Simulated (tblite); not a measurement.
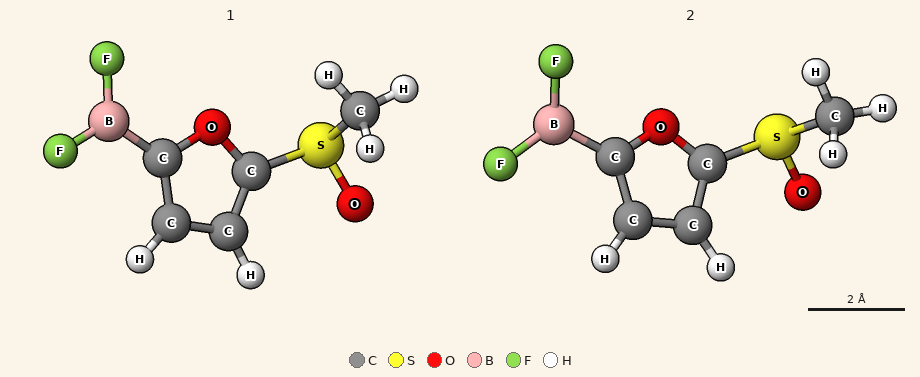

Two geometries of C5H5BF2O2S, drawn at one scale. One is the start of a relaxation, the other its converged end. A ball-and-stick model, seen at a tilt.

Level of theory: GFN2-xTB geometry optimisation, gas phase in tblite. 

Q: Which geometry has the lower energy?

A: Structure 1 is the relaxed one. The atom that moves furthest after the best rigid fit is an F atom (0.61 Å). By element the largest moves are F 0.61 Å, H 0.59 Å, O 0.54 Å, B 0.39 Å, C 0.34 Å, S 0.23 Å. Among the contacts that change: B–F 1.459 → 1.317 Å, O–S 1.530 → 1.458 Å, C–O 1.301 → 1.364 Å, C–H 1.132 → 1.084 Å. Among the angles between lasting bonds that change: C–S–C 106.0° → 93.4°, H–C–H 104.8° → 111.5°, C–O–C 113.5° → 107.7°. Groups turn about C–S by about 30°, B–C by about 25°, C–S by about 20°. The energy falls by 140.8 kJ/mol in 118 geometry steps. Cost: 1.7 s on 1 thread of Arm Neoverse N1 (shared host).
